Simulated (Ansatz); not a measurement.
## Electronic structure of C$_{3}$H$_{9}$Si (SMILES C[Si](C)C) (doublet) in real space

```xyz
13

C    -0.1817   -2.4281   -2.4921
C    -0.6326    0.5520   -1.7679
C     2.2425   -0.6032   -1.8585
Si    0.5170   -0.6789   -2.6212
H     0.4685   -3.1582   -2.9983
H    -0.2687   -2.7297   -1.4331
H    -1.1830   -2.4945   -2.9449
H    -0.7276    0.3083   -0.6947
H    -0.2489    1.5807   -1.8474
H    -1.6410    0.5310   -2.2089
H     2.9317   -1.3034   -2.3551
H     2.2011   -0.8714   -0.7878
H     2.6715    0.4077   -1.9365
```

Geometry: PBE0-D3(BJ)/def2-SVP.

Theory: isolated molecule in a Gaussian basis; Kohn-Sham density functional theory, functional PBE0 (Ansatz 0.2.0).

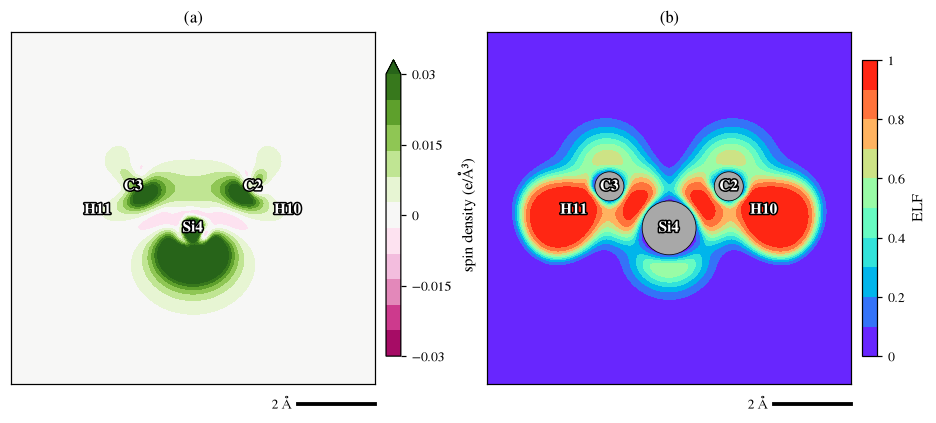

Figure 1. (a) spin density (α minus β); (b) electron localisation function on the plane of atoms C2, Si4 and C3. Grey discs cover the atomic cores in the ELF map.

> What does the map show?

The plane passes through C, Si and H nuclei.
C–Si (1.89 Å): the ELF peaks at about 0.95 between the atoms (a shared electron pair).
C–H (1.10 Å): the ELF climbs to about 1 towards the hydrogen, as it does in any bond to H: a covalent bond by its length.
The unpaired spin (1 electron) lies mostly on Si4 (about 0.8), in electrons by Hirshfeld's partition.

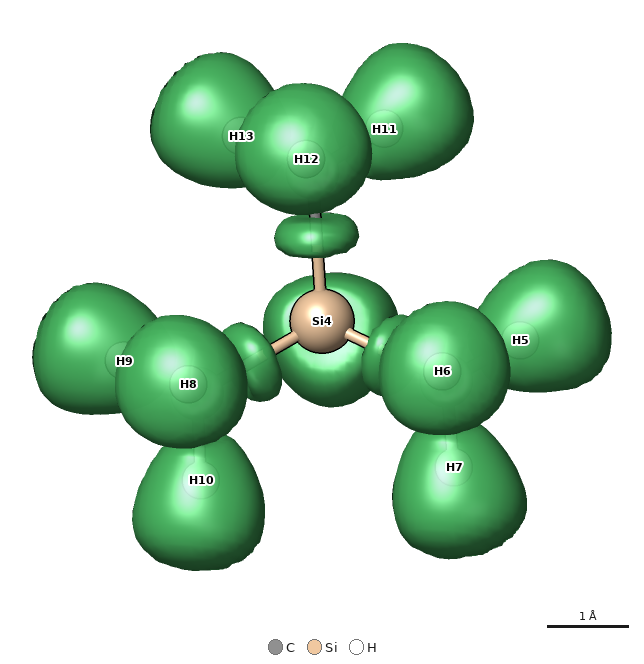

Figure 2. Isosurface of the electron localisation function at 0.85 (green), seen at a tilt. Only the valence region is drawn (cores and ρ < 0.01 e/Å³ removed).

> Identify the bonds, lone pairs and shells in this picture.

At this value the surface marks out three regions between bonded C–Si atoms (shared pairs), nine regions around hydrogen nuclei and one lobe on Si, pointing away from the bonds (non-bonding electrons).

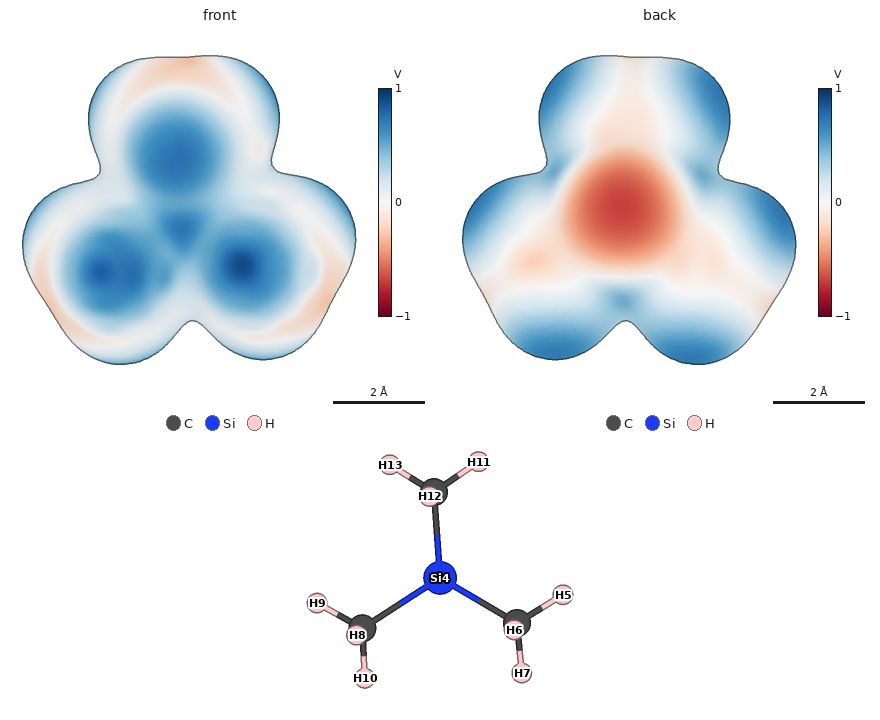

Figure 3. The molecular electrostatic potential painted on the density surface at 0.002 e/bohr³, seen from the front and from behind; red is negative and blue positive. The bare structure is drawn below in the same view.

> Describe the electrostatic potential map.

The most negative region (about −0.7 V) lies over C1, the most positive (about +0.8 V) over H6 and H8.

> How polar is the molecule by this calculation?

Its dipole moment is 0.71 D.
